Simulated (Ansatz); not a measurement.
# CH6FNOSi: a ladder of functionals and wavefunction methods

How much do the methods differ for CH6FNOSi? The plan is to run it at one geometry with functionals of several rungs and with coupled cluster. The yardstick is the atomisation energy at the CCSD(T) limit.

The runs use Ansatz 0.2.0, Gaussian basis; functionals in def2-TZVPP, the program's frozen cores in correlated methods.

Levels to be run: LDA (SPW92), PBE-D4, revPBE-D4, BLYP-D4, r2SCAN-D4, B97M-V, PBE0-D4, B3LYP-D4, r2SCANh-D4, r2SCAN0-D4, HSE06-D4, BHLYP-D4, CAM-B3LYP-D4, LC-ωPBE, ωB97X-V, ωB97M-V, B2PLYP, PBE-QIDH; CCSD(T)/def2-SVP; CCSD(T)/def2-TZVPP; MP2/def2-QZVPP; extrapolation to the limit; RPA on PBE.

## (1) Structure used throughout

An earlier PBE0-D4 in a triple-zeta def2 set relaxation fixed the geometry.

SMILES `C[Si](N)(O)F`, 11 atoms, charge 0, spin multiplicity 1.

Atoms are counted from 1 here; the program's logs count them from 0.

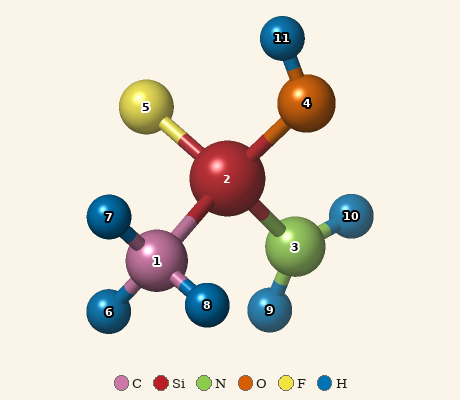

The geometry (carbon pink, silicon red, nitrogen green, oxygen orange, fluorine yellow, hydrogen blue); atoms are numbered from 1 in the order of the file.

As a file:

```
atom    x (Å)    y (Å)    z (Å)
  C1  -1.0633   0.8878  -0.5109
 Si2   0.2299  -0.0848   0.3812
  N3   1.2999  -0.8006  -0.7154
  O4  -0.3416  -1.3052   1.3118
  F5   0.9324   0.9412   1.4037
  H6  -0.6100   1.6460  -1.1550
  H7  -1.7151   1.4050   0.1968
  H8  -1.6788   0.2345  -1.1321
  H9   1.6097  -0.3343  -1.5499
 H10   1.9146  -1.5481  -0.4410
 H11  -0.5124  -1.0985   2.2313
```

## (2) LDA

This LDA is Slater exchange with PW92 correlation.

Input file in.yaml:

```yaml
crystal:
  periodic: [false, false, false]
  atoms:
    - {symbol: C, position_ang: [-1.063297, 0.887805, -0.510859]}
    - {symbol: Si, position_ang: [0.229876, -0.084829, 0.381155]}
    - {symbol: N, position_ang: [1.299875, -0.800591, -0.715362]}
    - {symbol: O, position_ang: [-0.341570, -1.305177, 1.311819]}
    - {symbol: F, position_ang: [0.932422, 0.941172, 1.403739]}
    - {symbol: H, position_ang: [-0.609971, 1.645989, -1.154996]}
    - {symbol: H, position_ang: [-1.715103, 1.405039, 0.196819]}
    - {symbol: H, position_ang: [-1.678753, 0.234494, -1.132132]}
    - {symbol: H, position_ang: [1.609732, -0.334311, -1.549918]}
    - {symbol: H, position_ang: [1.914582, -1.548111, -0.441014]}
    - {symbol: H, position_ang: [-0.512393, -1.098480, 2.231250]}
basis:
  gaussian: {orbitals: def2-TZVPP}
hamiltonian: {xc: lda}
output: {orbitals: {seedname: orbitals}}
```

Command:

```
> ansatz run in.yaml --threads 4 --pin off --events-out ev --progress --plain --max-ram 10444MiB
```

The log of the run, shortened:

```text
Functional definition: SPW92
  name "SPW92"
  cite "Dirac, Proc. Camb. Phil. Soc. 26, 376 (1930) doi:10.1017/S0305004100016108"
  cite "Slater, Phys. Rev. 81, 385 (1951) doi:10.1103/PhysRev.81.385"
  cite "Perdew & Wang, Phys. Rev. B 45, 13244 (1992) doi:10.1103/PhysRevB.45.13244"
[...]
1284 factors; their error is unknown
[...]
mean field -15188.60817460 eV, -558.1710552080 hartree, gradient 1.3e-5 eV, S^2 0.000000; 0 other end points of the search recorded, 0 dependent functions left out
reference -15188.60821282 eV, -558.1710566127 hartree; 25, 25 occupied and 225, 225 virtual orbitals, 1284 factors
Total energy: -15188.60821282 eV, -558.1710566127 hartree
```

Wall time 0.65 s (4 threads of Intel Xeon 6975P-C, shared host).

With the free atoms at this level, -15137.584 eV in sum, the atomisation energy is 4923.1 kJ/mol. HOMO -6.45 eV, LUMO -0.20 eV.

## (3) PBE-D4 (GGA)

in.yaml, as its differences from that of step 2:

```diff
@@ -16,3 +16,3 @@
   gaussian: {orbitals: def2-TZVPP}
-hamiltonian: {xc: lda}
-output: {orbitals: {seedname: orbitals}}
+hamiltonian: {xc: pbe, dispersion: d4}
+output: {forces: true, orbitals: {seedname: orbitals}}
```

The command is unchanged.

The log of the run, shortened:

```text
Functional definition: PBE
  name "PBE"
  cite "Perdew, Burke & Ernzerhof, Phys. Rev. Lett. 77, 3865 (1996) doi:10.1103/PhysRevLett.77.3865"
  parent pbe
[...]
1284 factors; their error is unknown
[...]
mean field -15262.49108058 eV, -560.8862019234 hartree, gradient 2.6e-5 eV, S^2 0.000000; 0 other end points of the search recorded, 0 dependent functions left out
[...]
Atom 7 at    -1.678753     0.234494    -1.132132 Å, force    -0.126014    -0.110117    -0.122205 eV/Å
Atom 8 at     1.609732    -0.334311    -1.549918 Å, force     0.114978     0.143821    -0.288168 eV/Å
Atom 9 at     1.914582    -1.548111    -0.441014 Å, force     0.221876    -0.247460     0.075724 eV/Å
Atom 10 at    -0.512393    -1.098480     2.231250 Å, force    -0.080541     0.089338     0.420671 eV/Å
Dipole moment:     0.010398     0.003274    -0.147046 e Å
```

Run time: 1.2 s. Hardware: 4 threads of Intel Xeon 6975P-C, shared host.

Atomisation energy: 4375.8 kJ/mol (free atoms -15217.355 eV, run apart). HOMO -6.27 eV, LUMO -0.08 eV.

## (4) revPBE-D4 (GGA)

in.yaml, as its differences from that of step 3:

```diff
@@ -16,3 +16,3 @@
   gaussian: {orbitals: def2-TZVPP}
-hamiltonian: {xc: pbe, dispersion: d4}
-output: {forces: true, orbitals: {seedname: orbitals}}
+hamiltonian: {xc: {name: revPBE}, dispersion: d4}
+output: {orbitals: {seedname: orbitals}}
```

The command is unchanged.

The log of the run, shortened:

```text
Functional definition: revPBE
  name "revPBE"
  cite "Zhang & Yang, Phys. Rev. Lett. 80, 890 (1998) doi:10.1103/PhysRevLett.80.890"
  cite "Perdew, Burke & Ernzerhof, Phys. Rev. Lett. 77, 3865 (1996) doi:10.1103/PhysRevLett.77.3865"
[...]
1284 factors; their error is unknown
[...]
mean field -15270.45133561 eV, -561.1787359000 hartree, gradient 1.4e-5 eV, S^2 0.000000; 0 other end points of the search recorded, 0 dependent functions left out
reference -15270.45138757 eV, -561.1787378096 hartree; 25, 25 occupied and 225, 225 virtual orbitals, 1284 factors
Total energy: -15271.13475541 eV, -561.2038511144 hartree
```

Wall time 1 s (4 threads of Intel Xeon 6975P-C, shared host).

Atomisation energy: 4264.7 kJ/mol (free atoms -15226.934 eV, run apart). HOMO -6.20 eV, LUMO -0.01 eV.

## (5) BLYP-D4 (GGA)

in.yaml, as its differences from that of step 4:

```diff
@@ -16,3 +16,3 @@
   gaussian: {orbitals: def2-TZVPP}
-hamiltonian: {xc: {name: revPBE}, dispersion: d4}
+hamiltonian: {xc: {name: BLYP}, dispersion: d4}
 output: {orbitals: {seedname: orbitals}}
```

Launched as before.

The log of the run, shortened:

```text
Functional definition: BLYP
  name "BLYP"
  cite "Becke, Phys. Rev. A 38, 3098 (1988) doi:10.1103/PhysRevA.38.3098"
  cite "Lee, Yang & Parr, Phys. Rev. B 37, 785 (1988) doi:10.1103/PhysRevB.37.785"
[...]
1284 factors; their error is unknown
[...]
mean field -15272.96447216 eV, -561.2710919646 hartree, gradient 7.3e-5 eV, S^2 0.000000; 0 other end points of the search recorded, 0 dependent functions left out
reference -15272.96482914 eV, -561.2711050837 hartree; 25, 25 occupied and 225, 225 virtual orbitals, 1284 factors
Total energy: -15273.44611360 eV, -561.2887919610 hartree
```

It took 1 s on 4 threads of Intel Xeon 6975P-C, shared host.

Atomisation energy: 4316.6 kJ/mol (free atoms -15228.708 eV, run apart). HOMO -6.15 eV, LUMO -0.13 eV.

## (6) r2SCAN-D4 (meta-GGA)

in.yaml, as its differences from that of step 5:

```diff
@@ -16,3 +16,3 @@
   gaussian: {orbitals: def2-TZVPP}
-hamiltonian: {xc: {name: BLYP}, dispersion: d4}
-output: {orbitals: {seedname: orbitals}}
+hamiltonian: {xc: r2scan, dispersion: d4}
+output: {forces: true, orbitals: {seedname: orbitals}}
```

Launched as before.

The log of the run, shortened:

```text
Functional definition: r2SCAN
  name "r2SCAN"
  cite "Furness, Kaplan, Ning, Perdew & Sun, J. Phys. Chem. Lett. 11, 8208 (2020) doi:10.1021/acs.jpclett.0c02405"
  cite "Furness, Kaplan, Ning, Perdew & Sun, J. Phys. Chem. Lett. 11, 9248 (2020) doi:10.1021/acs.jpclett.0c03077"
  parent r2scan
[...]
1284 factors; their error is unknown
[...]
Atom 7 at    -1.678753     0.234494    -1.132132 Å, force     0.000353     0.029994     0.003728 eV/Å
Atom 8 at     1.609732    -0.334311    -1.549918 Å, force     0.030010    -0.013126    -0.015387 eV/Å
Atom 9 at     1.914582    -1.548111    -0.441014 Å, force     0.028918    -0.003719    -0.019997 eV/Å
Atom 10 at    -0.512393    -1.098480     2.231250 Å, force    -0.007237     0.004477     0.019954 eV/Å
Dipole moment:     0.009379     0.008109    -0.145892 e Å
```

Run time: 1.9 s. Hardware: 4 threads of Intel Xeon 6975P-C, shared host.

With the free atoms at this level, -15225.887 eV in sum, the atomisation energy is 4320.5 kJ/mol. HOMO -6.60 eV, LUMO 0.68 eV.

## (7) B97M-V (meta-GGA)

in.yaml, as its differences from that of step 6:

```diff
@@ -16,3 +16,3 @@
   gaussian: {orbitals: def2-TZVPP}
-hamiltonian: {xc: r2scan, dispersion: d4}
-output: {forces: true, orbitals: {seedname: orbitals}}
+hamiltonian: {xc: {name: B97M-V}}
+output: {orbitals: {seedname: orbitals}}
```

Launched as before.

The log of the run, shortened:

```text
Functional definition: B97M-V
  name "B97M-V"
  cite "Mardirossian & Head-Gordon, J. Chem. Phys. 142, 074111 (2015) doi:10.1063/1.4907719"
  cite "Becke, J. Chem. Phys. 107, 8554 (1997) doi:10.1063/1.475007"
  cite "Vydrov & Van Voorhis, J. Chem. Phys. 133, 244103 (2010) doi:10.1063/1.3521275"
  # Of w^i u^j: cxij and so on, Table III.
[...]
  gx(w, u) = cx00 + cx01*u + cx02*u^2 + (cx10 + cx11*u)*w
[...]
  gos(w, u) = cos00 + cos01*u + cos03*u^3 + cos10*w + cos32*w^3*u^2
[...]
      + integral(e_c_pw_mod_opposite_spin*gos(b97_w_opposite, b97_u_opposite)) + vv10(b, c)
1284 factors; their error is unknown
[...]
mean field -15271.05977339 eV, -561.2010955758 hartree, gradient 2.8e-5 eV, S^2 0.000000; 0 other end points of the search recorded, 0 dependent functions left out
reference -15271.05983258 eV, -561.2010977510 hartree; 25, 25 occupied and 225, 225 virtual orbitals, 1284 factors
Total energy: -15271.05983258 eV, -561.2010977510 hartree
```

It took 3.4 s on 4 threads of Intel Xeon 6975P-C, shared host.

Atomisation energy: 4324.5 kJ/mol (free atoms -15226.239 eV, run apart). HOMO -6.68 eV, LUMO 0.14 eV.

## (8) PBE0-D4 (hybrid)

in.yaml, as its differences from that of step 7:

```diff
@@ -16,3 +16,3 @@
   gaussian: {orbitals: def2-TZVPP}
-hamiltonian: {xc: {name: B97M-V}}
+hamiltonian: {xc: pbe0, dispersion: d4}
 output: {orbitals: {seedname: orbitals}}
```

Its log isn't repeated here (it stands with the study of this molecule's fields); it ends on a total energy of -15263.835525 eV.

With the free atoms at this level, -15219.319 eV in sum, the atomisation energy is 4295.2 kJ/mol. HOMO -7.79 eV, LUMO 0.76 eV.

## (9) B3LYP-D4 (hybrid)

B3LYP here takes the VWN-RPA correlation.

in.yaml, as its differences from that of step 8:

```diff
@@ -16,3 +16,3 @@
   gaussian: {orbitals: def2-TZVPP}
-hamiltonian: {xc: pbe0, dispersion: d4}
-output: {orbitals: {seedname: orbitals}}
+hamiltonian: {xc: {name: B3LYP}, dispersion: d4}
+output: {forces: true, orbitals: {seedname: orbitals}}
```

Same command.

The log of the run, shortened:

```text
Functional definition: B3LYP
  name "B3LYP"
  cite "Stephens, Devlin, Chabalowski & Frisch, J. Phys. Chem. 98, 11623 (1994) doi:10.1021/j100096a001"
  cite "Becke, Phys. Rev. A 38, 3098 (1988) doi:10.1103/PhysRevA.38.3098"
  cite "Lee, Yang & Parr, Phys. Rev. B 37, 785 (1988) doi:10.1103/PhysRevB.37.785"
  cite "Vosko, Wilk & Nusair, Can. J. Phys. 58, 1200 (1980) doi:10.1139/p80-159"
[...]
1287 factors; their error is unknown
[...]
Atom 7 at    -1.678753     0.234494    -1.132132 Å, force     0.018200     0.047501     0.023361 eV/Å
Atom 8 at     1.609732    -0.334311    -1.549918 Å, force     0.022269    -0.018844    -0.014547 eV/Å
Atom 9 at     1.914582    -1.548111    -0.441014 Å, force     0.017067    -0.004837    -0.027411 eV/Å
Atom 10 at    -0.512393    -1.098480     2.231250 Å, force    -0.024528    -0.045688     0.045076 eV/Å
Dipole moment:     0.008210     0.009672    -0.148228 e Å
```

Run time: 2.2 s. Hardware: 4 threads of Intel Xeon 6975P-C, shared host; peak memory 0.71 GiB.

Atomisation energy: 4318.4 kJ/mol (free atoms -15231.162 eV, run apart). HOMO -7.53 eV, LUMO 0.38 eV.

## (10) r2SCANh-D4 (hybrid)

in.yaml, as its differences from that of step 9:

```diff
@@ -16,3 +16,3 @@
   gaussian: {orbitals: def2-TZVPP}
-hamiltonian: {xc: {name: B3LYP}, dispersion: d4}
-output: {forces: true, orbitals: {seedname: orbitals}}
+hamiltonian: {xc: {name: r2SCANh}, dispersion: d4}
+output: {orbitals: {seedname: orbitals}}
```

Same command.

The log of the run, shortened:

```text
Functional definition: r2SCANh
  name "r2SCANh"
  cite "Bursch, Neugebauer, Ehlert & Grimme, J. Chem. Phys. 156, 134105 (2022) doi:10.1063/5.0086040"
  cite "Furness, Kaplan, Ning, Perdew & Sun, J. Phys. Chem. Lett. 11, 8208 (2020) doi:10.1021/acs.jpclett.0c02405"
  cite "Furness, Kaplan, Ning, Perdew & Sun, J. Phys. Chem. Lett. 11, 9248 (2020) doi:10.1021/acs.jpclett.0c03077"
  parent r2scan
[...]
1284 factors; their error is unknown
[...]
mean field -15270.19833532 eV, -561.1694383107 hartree, gradient 4.5e-5 eV, S^2 0.000000; 0 other end points of the search recorded, 0 dependent functions left out
reference -15270.19834594 eV, -561.1694387011 hartree; 25, 25 occupied and 225, 225 virtual orbitals, 1284 factors
Total energy: -15270.25412414 eV, -561.1714885120 hartree
```

Run time: 2 s. Hardware: 4 threads of Intel Xeon 6975P-C, shared host; peak memory 0.62 GiB.

Atomisation energy: 4291.1 kJ/mol (free atoms -15225.780 eV, run apart). HOMO -7.16 eV, LUMO 0.92 eV.

## (11) r2SCAN0-D4 (hybrid)

in.yaml, as its differences from that of step 10:

```diff
@@ -16,3 +16,3 @@
   gaussian: {orbitals: def2-TZVPP}
-hamiltonian: {xc: {name: r2SCANh}, dispersion: d4}
+hamiltonian: {xc: {name: r2SCAN0}, dispersion: d4}
 output: {orbitals: {seedname: orbitals}}
```

Same command.

The log of the run, shortened:

```text
Functional definition: r2SCAN0
  name "r2SCAN0"
  cite "Bursch, Neugebauer, Ehlert & Grimme, J. Chem. Phys. 156, 134105 (2022) doi:10.1063/5.0086040"
  cite "Furness, Kaplan, Ning, Perdew & Sun, J. Phys. Chem. Lett. 11, 8208 (2020) doi:10.1021/acs.jpclett.0c02405"
  cite "Furness, Kaplan, Ning, Perdew & Sun, J. Phys. Chem. Lett. 11, 9248 (2020) doi:10.1021/acs.jpclett.0c03077"
  parent r2scan
[...]
1287 factors; their error is unknown
[...]
mean field -15269.60539387 eV, -561.1476481146 hartree, gradient 2.5e-5 eV, S^2 0.000000; 0 other end points of the search recorded, 0 dependent functions left out
reference -15269.60540299 eV, -561.1476484495 hartree; 25, 25 occupied and 225, 225 virtual orbitals, 1287 factors
Total energy: -15269.66693196 eV, -561.1499095974 hartree
```

Run time: 2.1 s. Hardware: 4 threads of Intel Xeon 6975P-C, shared host; peak memory 0.62 GiB.

With the free atoms at this level, -15225.635 eV in sum, the atomisation energy is 4248.4 kJ/mol. HOMO -8.02 eV, LUMO 1.26 eV.

## (12) HSE06-D4 (hybrid)

HSE06 is the plane-wave form, built on full-range PBE exchange.

in.yaml, as its differences from that of step 11:

```diff
@@ -16,3 +16,3 @@
   gaussian: {orbitals: def2-TZVPP}
-hamiltonian: {xc: {name: r2SCAN0}, dispersion: d4}
+hamiltonian: {xc: hse06, dispersion: d4}
 output: {orbitals: {seedname: orbitals}}
```

Launched as before.

The log of the run, shortened:

```text
Functional definition: HSE06
  name "HSE06"
  cite "Heyd, Scuseria & Ernzerhof, J. Chem. Phys. 118, 8207 (2003) doi:10.1063/1.1564060"
  cite "Krukau, Vydrov, Izmaylov & Scuseria, J. Chem. Phys. 125, 224106 (2006) doi:10.1063/1.2404663"
  cite "Heyd & Scuseria, J. Chem. Phys. 120, 7274 (2004) doi:10.1063/1.1668634"
  cite "Ernzerhof & Perdew, J. Chem. Phys. 109, 3313 (1998) doi:10.1063/1.476928"
[...]
1287 factors; their error is unknown
114 factors; integrals over basis functions are off by at most 3.7e-7 eV
[...]
mean field -15263.12797826 eV, -560.9096074815 hartree, gradient 5.0e-5 eV, S^2 0.000000; 0 other end points of the search recorded, 0 dependent functions left out
reference -15263.12801854 eV, -560.9096089616 hartree; 25, 25 occupied and 225, 225 virtual orbitals, 1287 factors
Total energy: -15263.29632913 eV, -560.9157942617 hartree
```

Wall time 1.5 s (4 threads of Intel Xeon 6975P-C, shared host); peak memory 0.63 GiB.

With the free atoms at this level, -15218.751 eV in sum, the atomisation energy is 4298.0 kJ/mol. HOMO -7.38 eV, LUMO 0.39 eV.

## (13) BHLYP-D4 (hybrid)

in.yaml, as its differences from that of step 12:

```diff
@@ -16,3 +16,3 @@
   gaussian: {orbitals: def2-TZVPP}
-hamiltonian: {xc: hse06, dispersion: d4}
+hamiltonian: {xc: {name: BHLYP}, dispersion: d4}
 output: {orbitals: {seedname: orbitals}}
```

Launched as before.

The log of the run, shortened:

```text
Functional definition: BHLYP
  name "BHLYP"
  cite "Becke, J. Chem. Phys. 98, 1372 (1993) doi:10.1063/1.464304"
  cite "Becke, Phys. Rev. A 38, 3098 (1988) doi:10.1103/PhysRevA.38.3098"
  cite "Lee, Yang & Parr, Phys. Rev. B 37, 785 (1988) doi:10.1103/PhysRevB.37.785"
[...]
1406 factors; their error is unknown
[...]
mean field -15271.45469319 eV, -561.2156086108 hartree, gradient 5.9e-5 eV, S^2 0.000000; 0 other end points of the search recorded, 0 dependent functions left out
reference -15271.45486872 eV, -561.2156150614 hartree; 25, 25 occupied and 225, 225 virtual orbitals, 1406 factors
Total energy: -15271.71075079 eV, -561.2250185540 hartree
```

It took 1.4 s on 4 threads of Intel Xeon 6975P-C, shared host; peak memory 0.62 GiB.

With the free atoms at this level, -15228.271 eV in sum, the atomisation energy is 4191.3 kJ/mol. HOMO -9.22 eV, LUMO 1.34 eV.

## (14) CAM-B3LYP-D4 (range-separated)

in.yaml, as its differences from that of step 13:

```diff
@@ -16,3 +16,3 @@
   gaussian: {orbitals: def2-TZVPP}
-hamiltonian: {xc: {name: BHLYP}, dispersion: d4}
+hamiltonian: {xc: {name: CAM-B3LYP}, dispersion: d4}
 output: {orbitals: {seedname: orbitals}}
```

The command is unchanged.

The log of the run, shortened:

```text
Functional definition: CAM-B3LYP
  name "CAM-B3LYP"
  cite "Yanai, Tew & Handy, Chem. Phys. Lett. 393, 51 (2004) doi:10.1016/j.cplett.2004.06.011"
  cite "Iikura, Tsuneda, Yanai & Hirao, J. Chem. Phys. 115, 3540 (2001) doi:10.1063/1.1383587"
  cite "Becke, Phys. Rev. A 38, 3098 (1988) doi:10.1103/PhysRevA.38.3098"
  cite "Lee, Yang & Parr, Phys. Rev. B 37, 785 (1988) doi:10.1103/PhysRevB.37.785"
[...]
  # Exact exchange under (alpha + beta erf(omega r))/r, Becke's under what is left of 1/r.
[...]
1287 factors; their error is unknown
324 factors; integrals over basis functions are off by at most 9.0e-6 eV
[...]
mean field -15272.67775395 eV, -561.2605552650 hartree, gradient 3.4e-5 eV, S^2 0.000000; 0 other end points of the search recorded, 0 dependent functions left out
reference -15272.67788187 eV, -561.2605599660 hartree; 25, 25 occupied and 225, 225 virtual orbitals, 1287 factors
Total energy: -15272.86040584 eV, -561.2672675980 hartree
```

Run time: 1.6 s. Hardware: 4 threads of Intel Xeon 6975P-C, shared host; peak memory 0.67 GiB.

With the free atoms at this level, -15227.751 eV in sum, the atomisation energy is 4352.4 kJ/mol. HOMO -9.28 eV, LUMO 1.49 eV.

## (15) LC-ωPBE (range-separated)

in.yaml, as its differences from that of step 14:

```diff
@@ -16,3 +16,3 @@
   gaussian: {orbitals: def2-TZVPP}
-hamiltonian: {xc: {name: CAM-B3LYP}, dispersion: d4}
+hamiltonian: {xc: {name: LC-wPBE}}
 output: {orbitals: {seedname: orbitals}}
```

Launched as before.

The log of the run, shortened:

```text
Functional definition: LC-wPBE
  name "LC-wPBE"
  cite "Vydrov & Scuseria, J. Chem. Phys. 125, 234109 (2006) doi:10.1063/1.2409292"
  cite "Heyd & Scuseria, J. Chem. Phys. 120, 7274 (2004) doi:10.1063/1.1668634"
  cite "Ernzerhof & Perdew, J. Chem. Phys. 109, 3313 (1998) doi:10.1063/1.476928"
  cite "Perdew, Burke & Ernzerhof, Phys. Rev. Lett. 77, 3865 (1996) doi:10.1103/PhysRevLett.77.3865"
  parent pbe
[...]
1284 factors; their error is unknown
410 factors; integrals over basis functions are off by at most 2.1e-5 eV
[...]
mean field -15268.31898166 eV, -561.1003733378 hartree, gradient 6.3e-5 eV, S^2 0.000000; 0 other end points of the search recorded, 0 dependent functions left out
reference -15268.31898167 eV, -561.1003733380 hartree; 25, 25 occupied and 225, 225 virtual orbitals, 1284 factors
Total energy: -15268.31898167 eV, -561.1003733380 hartree
```

It took 1.2 s on 4 threads of Intel Xeon 6975P-C, shared host.

With the free atoms at this level, -15223.668 eV in sum, the atomisation energy is 4308.1 kJ/mol. HOMO -10.73 eV, LUMO 2.85 eV.

## (16) ωB97X-V (range-separated)

in.yaml, as its differences from that of step 15:

```diff
@@ -16,3 +16,3 @@
   gaussian: {orbitals: def2-TZVPP}
-hamiltonian: {xc: {name: LC-wPBE}}
+hamiltonian: {xc: {name: wB97X-V}}
 output: {orbitals: {seedname: orbitals}}
```

The command is unchanged.

The log of the run, shortened:

```text
Functional definition: wB97X-V
  name "wB97X-V"
  cite "Mardirossian & Head-Gordon, Phys. Chem. Chem. Phys. 16, 9904 (2014) doi:10.1039/C3CP54374A"
  cite "Becke, J. Chem. Phys. 107, 8554 (1997) doi:10.1063/1.475007"
  cite "Vydrov & Van Voorhis, J. Chem. Phys. 133, 244103 (2010) doi:10.1063/1.3521275"
[...]
      + integral(e_c_pw_opposite_spin*poly(b97_u_opposite, cos0, cos1)) + vv10(b, c)
1287 factors; their error is unknown
301 factors; integrals over basis functions are off by at most 9.2e-6 eV
[...]
mean field -15271.22501692 eV, -561.2071681637 hartree, gradient 4.0e-5 eV, S^2 0.000000; 0 other end points of the search recorded, 0 dependent functions left out
reference -15271.22501497 eV, -561.2071680919 hartree; 25, 25 occupied and 225, 225 virtual orbitals, 1287 factors
Total energy: -15271.22501497 eV, -561.2071680919 hartree
```

It took 3.2 s on 4 threads of Intel Xeon 6975P-C, shared host; peak memory 0.73 GiB.

Atomisation energy: 4335.5 kJ/mol (free atoms -15226.291 eV, run apart). HOMO -10.33 eV, LUMO 2.62 eV.

[end of part 1 of 2]
